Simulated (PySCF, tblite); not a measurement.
# C4H6F2OSi: geometry, infrared bands and NMR shifts

Wanted: the infrared bands and NMR shifts of C4H6F2OSi (`O=C/C([SiH3])=C\C(F)F`), by calculation.

Computed with tblite 0.8.0 and PySCF 2.14.0, with density-fitted response routines of our own, on a single molecule in the gas phase. Atoms count from 0, in the outputs and in this text.

## 1. Starting geometry

14 atoms, charge 0, multiplicity 1; geometry from: force field or distance geometry start.

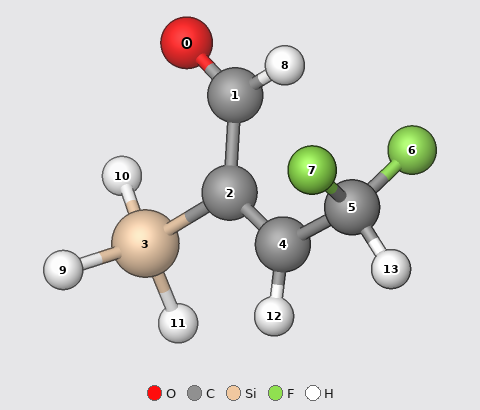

As it starts; oxygen red, carbon grey, silicon light orange, fluorine green, hydrogen white, atoms numbered.

## 2. Optimising the geometry with GFN2-xTB

Job settings and geometry (Å):

```
{"job": {"kind": "relax", "xc": "GFN2-xTB", "basis": "xTB"}, "charge": 0, "multiplicity": 1}
O      0.993600     2.310000     0.719900
C      0.097100     1.442300     0.525900
C      0.361500     0.122700    -0.005600
Si     2.068200    -0.306200    -0.477400
C     -0.612100    -0.754200    -0.174400
C     -2.035000    -0.461100     0.168200
F     -2.211100    -0.068600     1.469300
F     -2.593100     0.416700    -0.738700
H     -0.903400     1.693800     0.807500
H      2.296100    -0.144300    -1.927400
H      2.958500     0.595300     0.257700
H      2.456000    -1.674100    -0.113900
H     -0.339100    -1.710700    -0.586200
H     -2.537800    -1.461900     0.052900
```

Command:

```console
$ OMP_NUM_THREADS=1 python probes_run.py task.json out
```

One launch serves the whole session: the jobs run in the order shown.

Standard output:

```text
step      E/eV     max force
  0    -729.55445    4.308
  1    -729.71758    4.916
  2    -729.88411    0.870
  3    -729.93246    0.736
  4    -729.98752    0.407
  5    -729.99557    0.320
  6    -730.00334    0.248
  7    -730.01017    0.163
  8    -730.01461    0.170
  9    -730.01832    0.190
 10    -730.02107    0.202
 11    -730.02386    0.178
 12    -730.02650    0.138
 13    -730.02845    0.111
 14    -730.02957    0.089
 15    -730.03046    0.087
 16    -730.03146    0.101
 17    -730.03234    0.080
 18    -730.03294    0.053
 19    -730.03335    0.056
 20    -730.03375    0.070
 21    -730.03417    0.055
 22    -730.03459    0.051
 23    -730.03500    0.049
 24    -730.03547    0.076
 25    -730.03605    0.080
 26    -730.03673    0.085
 27    -730.03746    0.088
 28    -730.03834    0.082
 29    -730.03956    0.121
 30    -730.04131    0.128
 31    -730.04370    0.141
 32    -730.04649    0.155
 33    -730.04923    0.136
 34    -730.05159    0.131
 35    -730.05366    0.114
 36    -730.05536    0.130
 37    -730.05627    0.249
 38    -730.05844    0.126
 39    -730.06009    0.094
 40    -730.06173    0.091
 41    -730.06280    0.083
 42    -730.06406    0.090
 43    -730.06557    0.119
 44    -730.06745    0.107
 45    -730.06932    0.145
 46    -730.07078    0.071
 47    -730.07181    0.088
 48    -730.07239    0.101
 49    -730.07337    0.085
 50    -730.07396    0.061
 51    -730.07447    0.058
 52    -730.07496    0.056
 53    -730.07560    0.087
 54    -730.07623    0.087
 55    -730.07668    0.080
 56    -730.07700    0.051
 57    -730.07733    0.056
 58    -730.07773    0.067
 59    -730.07830    0.085
 60    -730.07900    0.099
 61    -730.07954    0.083
 62    -730.07998    0.048
 63    -730.08029    0.043
 64    -730.08057    0.049
 65    -730.08090    0.054
 66    -730.08132    0.054
 67    -730.08177    0.043
 68    -730.08208    0.035
 69    -730.08225    0.032
 70    -730.08236    0.034
 71    -730.08248    0.051
 72    -730.08269    0.064
 73    -730.08300    0.071
 74    -730.08328    0.057
 75    -730.08347    0.028
 76    -730.08358    0.027
 77    -730.08369    0.035
 78    -730.08383    0.037
 79    -730.08399    0.041
 80    -730.08414    0.026
 81    -730.08427    0.025
 82    -730.08438    0.027
 83    -730.08452    0.029
 84    -730.08464    0.026
 85    -730.08472    0.025
 86    -730.08480    0.024
 87    -730.08492    0.026
 88    -730.08511    0.040
 89    -730.08538    0.045
 90    -730.08565    0.047
 91    -730.08585    0.034
 92    -730.08600    0.030
 93    -730.08614    0.030
 94    -730.08626    0.027
 95    -730.08636    0.024
 96    -730.08643    0.028
 97    -730.08651    0.028
 98    -730.08661    0.023
 99    -730.08671    0.035
100    -730.08679    0.022
101    -730.08687    0.027
102    -730.08694    0.028
103    -730.08704    0.035
104    -730.08718    0.037
105    -730.08734    0.034
106    -730.08742    0.021
107    -730.08748    0.018
108    -730.08753    0.029
109    -730.08759    0.020
110    -730.08765    0.022
111    -730.08771    0.020
112    -730.08778    0.038
113    -730.08791    0.053
114    -730.08811    0.068
115    -730.08835    0.053
116    -730.08860    0.041
117    -730.08878    0.026
118    -730.08886    0.021
119    -730.08890    0.049
120    -730.08894    0.020
121    -730.08901    0.028
122    -730.08910    0.047
123    -730.08919    0.037
124    -730.08925    0.022
125    -730.08929    0.013
126    -730.08931    0.016
127    -730.08934    0.017
128    -730.08937    0.019
129    -730.08944    0.020
130    -730.08951    0.027
131    -730.08962    0.036
132    -730.08974    0.044
133    -730.08988    0.048
134    -730.08998    0.034
135    -730.09002    0.038
136    -730.09004    0.013
137    -730.09006    0.013
138    -730.09008    0.021
139    -730.09010    0.012
140    -730.09011    0.007
```

Run time: 1.4 s. Hardware: 1 thread of Arm Neoverse N1, shared host.

Along the way: (not every step is listed)

```csv
step,energy from step 0 (eV),largest force (eV/Å)
0,0.0000,4.3080
1,-0.1631,4.9161
2,-0.3297,0.8702
3,-0.3780,0.7359
4,-0.4331,0.4070
5,-0.4411,0.3204
6,-0.4489,0.2482
7,-0.4557,0.1632
8,-0.4602,0.1702
20,-0.4793,0.0701
32,-0.4920,0.1549
44,-0.5130,0.1067
56,-0.5226,0.0515
68,-0.5276,0.0347
80,-0.5297,0.0265
92,-0.5316,0.0296
104,-0.5327,0.0367
116,-0.5342,0.0407
128,-0.5349,0.0189
135,-0.5356,0.0380
136,-0.5356,0.0130
137,-0.5356,0.0134
138,-0.5356,0.0209
139,-0.5357,0.0122
140,-0.5357,0.0067
```

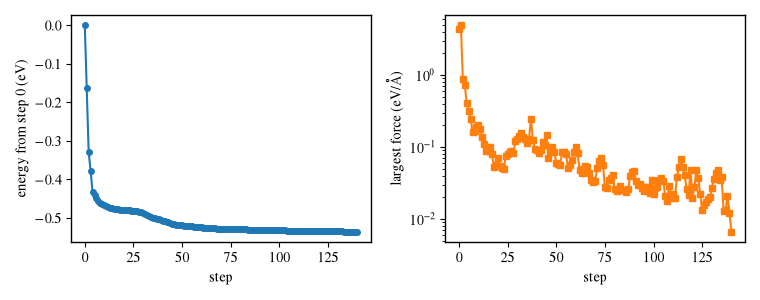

Energy and force, step by step.

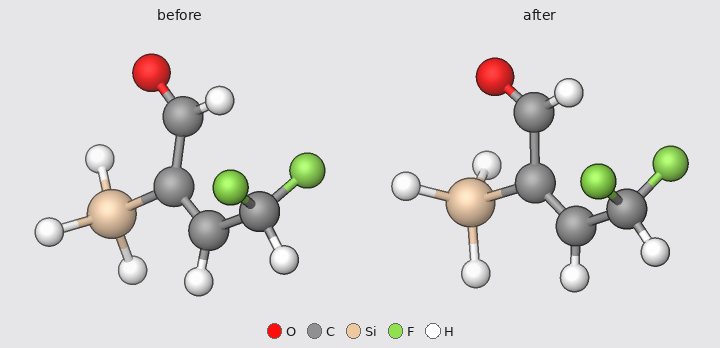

The geometry before (left) and after (right).

Distances of close pairs at the start and the end, largest changes first:

```csv
bond,before (Å),after (Å),change (Å)
C2–Si3,1.822,1.904,+0.082
O0–C1,1.263,1.207,-0.056
C1–H8,1.069,1.101,+0.031
C5–H13,1.126,1.100,-0.026
C5–F7,1.380,1.360,-0.020
C1–C2,1.447,1.466,+0.019
Si3–H9,1.477,1.458,-0.019
C4–C5,1.493,1.507,+0.014
```

The next job starts from the end point, and lists it.

## 3. Infrared spectrum with GFN2-xTB

Job settings and geometry (Å):

```
{"job": {"kind": "ir", "xc": "GFN2-xTB", "basis": "xTB"}, "charge": 0, "multiplicity": 1}
O      1.053680     2.258995     0.256091
C      0.124061     1.489556     0.274654
C      0.343571     0.075390    -0.045109
Si     2.185153    -0.218532    -0.428327
C     -0.620482    -0.844962    -0.060647
C     -2.071061    -0.575897     0.245611
F     -2.229747    -0.069627     1.498042
F     -2.594239     0.353713    -0.598202
H     -0.891756     1.828320     0.529238
H      2.535307     0.579705    -1.596708
H      2.953188     0.120299     0.763441
H      2.302945    -1.649791    -0.728180
H     -0.391237    -1.871740    -0.305344
H     -2.700060    -1.475902     0.173274
```

Standard output:

```text
mode    cm-1     km/mol
  1      35.0      0.55
  2      71.6      4.01
  3     123.9      1.26
  4     143.1      5.55
  5     145.3     13.22
  6     162.1      2.12
  7     250.5     24.94
  8     313.6      0.36
  9     444.0      0.36
 10     468.0      3.53
 11     512.6     44.94
 12     563.6     87.95
 13     586.2      6.33
 14     619.8      2.46
 15     747.0    157.78
 16     766.1     57.02
 17     780.0    154.88
 18     795.8    320.57
 19     798.6      7.64
 20     932.7      3.01
 21     938.0     48.84
 22    1003.3    223.07
 23    1086.4    129.56
 24    1134.1     15.68
 25    1261.3     12.56
 26    1280.5     29.82
 27    1296.5     24.25
 28    1367.0     27.76
 29    1662.7     46.26
 30    1722.8    185.52
 31    2240.8    280.49
 32    2314.5    118.94
 33    2322.0    338.49
 34    2849.6     71.52
 35    2901.9     26.20
 36    3076.6      9.99
```

Run time: 0.72 s. Hardware: 1 thread of Arm Neoverse N1, shared host.

The strongest bands and the atoms that carry them (share of the mass-weighted mode):

```csv
cm⁻¹,km/mol,atoms
747,157.8,"H10 45 %, H9 45 %"
780,154.9,"H11 55 %, H9 21 %, H10 20 %"
796,320.6,"H11 28 %, H10 19 %, H9 19 %, C4 13 %"
1003,223.1,"C5 61 %, F6 15 %, F7 15 %"
1086,129.6,"C5 38 %, C2 14 %, H13 13 %, C4 10 %"
1723,185.5,"C1 56 %, O0 41 %"
2241,280.5,H11 97 %
2322,338.5,"H9 49 %, H10 47 %"
```

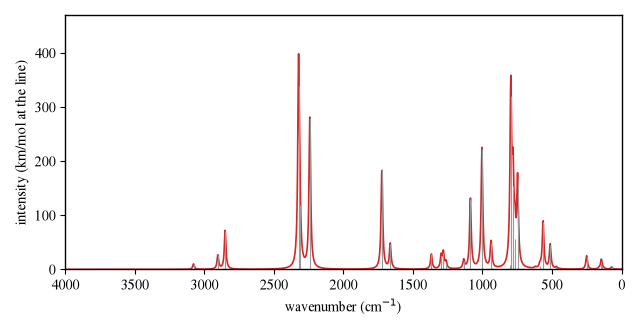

The infrared spectrum from these modes, unscaled. Lines are broadened to a width of 14 cm⁻¹ (Lorentzian).

## 4. Shielding tensors: PBE0/pcSseg-1

The job, as its differences from that of step 3:

```diff
@@ -1,2 +1,2 @@
-{"job": {"kind": "ir", "xc": "GFN2-xTB", "basis": "xTB"}, "charge": 0, "multiplicity": 1}
+{"job": {"kind": "nmr", "xc": "PBE0", "basis": "pcSseg-1"}, "charge": 0, "multiplicity": 1}
 O      1.053680     2.258995     0.256091
```

Method: GIAO PBE0/pcSseg-1 NMR shielding, non-relativistic, gas phase.

Standard output:

```text
coarse grid: 12952 points
cycle   1  E = -719.5166085144  dE =  1.110e+00  |g| = 9.776e-01  |ddm| = 3.432e+00
cycle   2  E = -718.9982105234  dE =  5.184e-01  |g| = 1.898e+00  |ddm| = 3.152e+00
cycle   3  E = -719.6811307875  dE = -6.829e-01  |g| = 2.576e-01  |ddm| = 2.672e+00
cycle   4  E = -719.6934419645  dE = -1.231e-02  |g| = 9.076e-02  |ddm| = 2.939e-01
cycle   5  E = -719.6948120454  dE = -1.370e-03  |g| = 1.777e-02  |ddm| = 8.374e-02
cycle   6  E = -719.6948691203  dE = -5.707e-05  |g| = 7.169e-03  |ddm| = 1.917e-02
cycle   7  E = -719.6948786559  dE = -9.536e-06  |g| = 2.429e-03  |ddm| = 6.167e-03
final grid: 123408 points
cycle   8  E = -719.7654644224  dE = -1.613e-05  |g| = 1.323e-02  |ddm| = 3.092e-02
cycle   9  E = -719.7653486448  dE =  1.158e-04  |g| = 2.739e-02  |ddm| = 3.639e-02
cycle  10  E = -719.7654991152  dE = -1.505e-04  |g| = 1.650e-03  |ddm| = 2.646e-02
cycle  11  E = -719.7654996122  dE = -4.970e-07  |g| = 4.241e-04  |ddm| = 1.402e-03
cycle  12  E = -719.7654996379  dE = -2.567e-08  |g| = 1.580e-04  |ddm| = 4.161e-04
cycle  13  E = -719.7654996429  dE = -4.960e-09  |g| = 6.005e-05  |ddm| = 1.711e-04
cycle  14  E = -719.7654996436  dE = -7.731e-10  |g| = 1.427e-05  |ddm| = 5.042e-05
converged SCF energy = -719.7654996436

GIAO shielding tensors (ppm)
atom      isotropic    diamagn.    paramagn.     s11        s22        s33       span
  0 O     -393.256     398.876    -792.132  -1080.064   -445.092    345.388   1425.452
  1 C      -14.799     248.864    -263.663    -99.074    -45.523    100.200    199.273
  2 C       28.495     261.084    -232.589    -62.925      6.191    142.219    205.144
  3 Si     422.287     880.855    -458.568    390.766    422.520    453.575     62.809
  4 C       31.265     257.384    -226.118    -98.008     48.588    143.215    241.224
  5 C       71.245     236.906    -165.661     55.794     71.545     86.397     30.603
  6 F      285.138     475.110    -189.972    187.728    319.605    348.083    160.355
  7 F      284.925     475.109    -190.184    187.724    318.957    348.094    160.371
  8 H       21.011      29.468      -8.457     18.661     20.250     24.121      5.460
  9 H       27.347      29.018      -1.671     24.399     25.590     32.052      7.653
 10 H       27.355      29.018      -1.662     24.407     25.604     32.054      7.647
 11 H       28.022      29.544      -1.522     24.814     27.160     32.094      7.280
 12 H       24.278      32.964      -8.686     21.177     22.927     28.730      7.553
 13 H       25.201      26.287      -1.085     22.799     23.397     29.408      6.609
```

It took 52 s on 1 thread of Arm Neoverse N1, shared host; peak memory 0.77 GiB.

The references, computed at this level on geometries of the same kind, shield at (ppm): 1H TMS 31.72, 13C TMS 186.9, 29Si TMS 349.2, 19F CFCl3 170.9, 17O H2O 336.1. Their shielding less the atom's gives the shift. The references are single molecules in the gas phase, so shifts against H2O, NH3, PH3, H3PO4 or CFCl3 are not on the usual liquid scales and can be off by tens of ppm. Atoms listed in one row are averaged.

```csv
atoms,environment,σ (ppm),δ (ppm),δ scaled to CDCl3
C1,aldehyde carbonyl carbon,-14.8,201.7,195.0
C2,α carbon of a C=C–C=O unit,28.5,158.4,152.7
C4,β carbon of a C=C–C=O unit,31.3,155.7,150.0
C5,allylic sp3 CH bonded to 2 F,71.2,115.7,111.0
H8,hydrogen on an aldehyde carbonyl carbon,21.01,10.71,10.20
H12,hydrogen on a β carbon of a C=C–C=O unit,24.28,7.44,7.12
H13,hydrogen on an allylic sp3 CH bonded to 2 F,25.20,6.52,6.25
"H9, H10, H11",hydrogen on a silicon bonded to C,27.57,4.14,–
O0,aldehyde oxygen,-393.3,729.3,–
Si3,"silicon bonded to C, 3 H",422.3,-73.1,–
"F6, F7",fluorine of a CF2 group,285.0,-114.1,–
```

The scaled column applies a straight-line fit of computed shieldings to shifts measured in CDCl3, and one for carbons that bear F (root-mean-square error 0.16 ppm for H, 1.9 ppm for C).

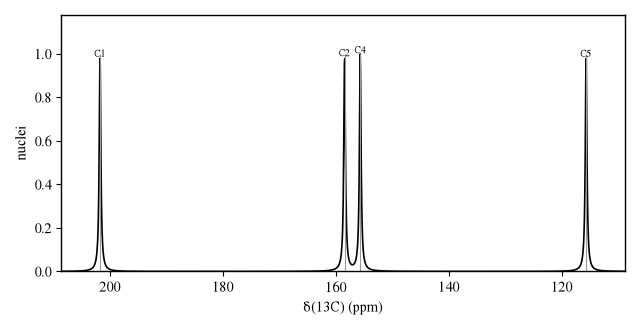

13C lines at the computed shifts, without couplings. Lines are broadened to a width of 0.34 ppm (Lorentzian).

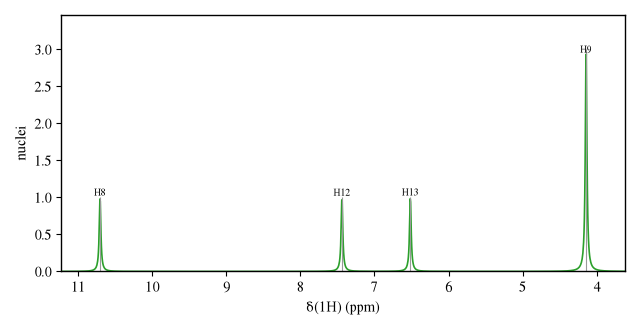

1H lines at the computed shifts, without couplings. Lines are broadened to a width of 0.03 ppm (Lorentzian).

Charges from the same density, by scheme (e):

```csv
atoms,Mulliken,IAO,Hirshfeld,ESP fit
O0,-0.36,-0.38,-0.19,-0.44
C1,0.35,0.25,0.12,0.45
C2,-0.52,-0.28,-0.09,-0.09
Si3,0.59,0.61,0.30,0.33
C4,-0.10,-0.14,-0.04,-0.32
C5,0.54,0.43,0.15,0.43
"F6, F7",-0.30,-0.30,-0.10,-0.23
```

ESP fit charges:

O0 -0.44; C1 0.45; C2 -0.09; Si3 0.33; C4 -0.32; C5 0.43; F6 -0.23; F7 -0.23; H8 0.05; H9 -0.05; H10 -0.05; H11 -0.11; H12 0.18; H13 0.08

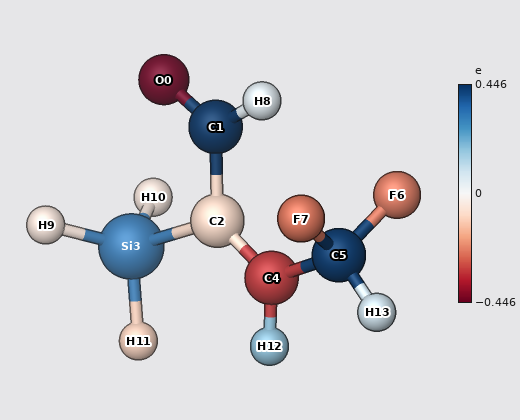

ESP fit charges, as colours on the atoms.

Mayer bond orders: O0–C1 1.92, C1–C2 1.02, C2–Si3 0.83, C2–C4 1.81, C4–C5 1.02, C5–F6 0.94, C5–F7 0.94.

The fields below are evaluated on a grid from the run's orbitals.

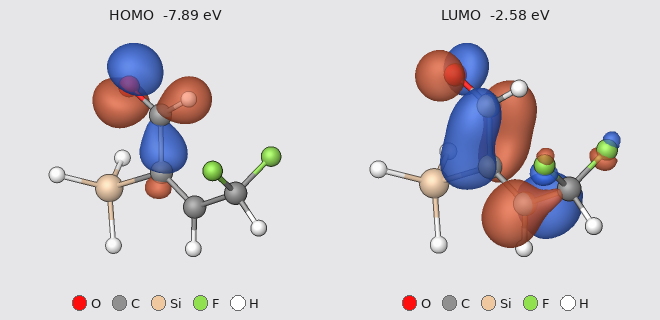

PBE0/pcSseg-1 orbitals near the gap, drawn at the value that encloses 70 % of each; the two colours are the two signs.

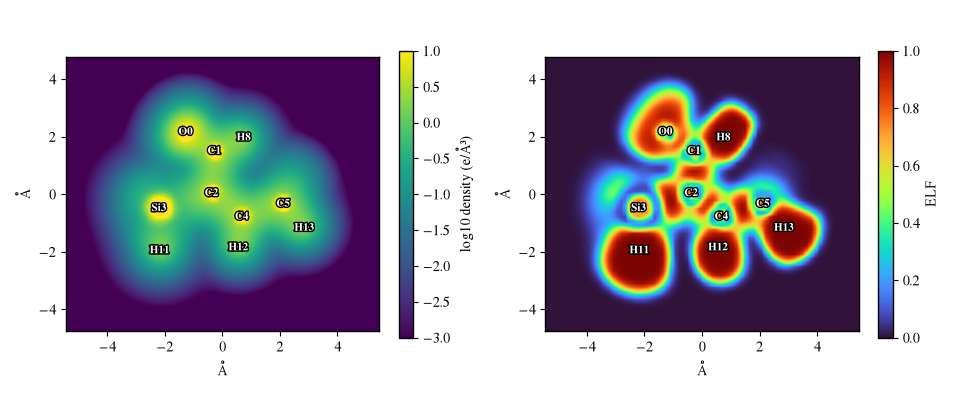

Density (left) and ELF (right) in a plane through or near 10 of the atoms.

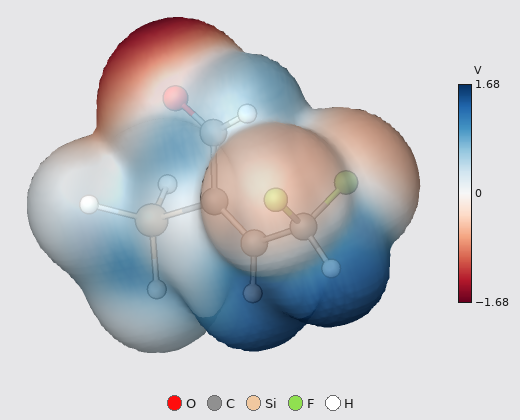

The potential that a unit positive charge feels on the 0.002 e/bohr³ surface, from -1.46 V near O0 to 1.68 V near H13.

## 5. Summary of results

| quantity | value |
| --- | --- |
| strongest single infrared mode (GFN2-xTB) | 2322 cm⁻¹, 338 km/mol |
| zero-point energy (GFN2-xTB) | 53.9 kcal/mol |
| 13C shifts against TMS (PBE0/pcSseg-1) | 201.7, 158.4, 155.7, 115.7 ppm |
| 1H shifts against TMS (PBE0/pcSseg-1, means over atoms taken as alike) | 10.71, 7.44, 6.52, 4.14 ppm |
| 17O shifts against H2O (PBE0/pcSseg-1) | 729.3 ppm |
| 29Si shifts against TMS (PBE0/pcSseg-1) | -73.1 ppm |
| 19F shifts against CFCl3 (PBE0/pcSseg-1, means over atoms taken as alike) | -114.1 ppm |
| surface potential, least and greatest | -1.46 V and 1.68 V |

**Reading.** Relaxing lowered the energy by 0.536 eV in 140 steps; the close pair that moved most is C2–Si3, from 1.822 to 1.904 Å. No mode is imaginary among the 36: a minimum at this level. The strongest single mode, at 2322 cm⁻¹, moves mainly H9 and H10. Unscaled tight-binding wavenumbers are off by several per cent, some by more. Its intensities can rank the bands wrongly. The most deshielded carbon is C1 (aldehyde carbonyl carbon), at 201.7 ppm: low-lying n→π* states of the double bond to the heteroatom give a large paramagnetic term (-264 ppm). The most deshielded hydrogen is H8 (hydrogen on an aldehyde carbonyl carbon), at 10.71 ppm: the formyl region, downfield of aromatic protons. At PBE0/pcSseg-1: Shielding is most anisotropic at O0 (span 1425 ppm, paramagnetic term -792 ppm). At PBE0/pcSseg-1, counted by nearest atom on the grid, the HOMO lies on O0 59 %; H8 14 %, the LUMO on C4 26 %; O0 18 %.
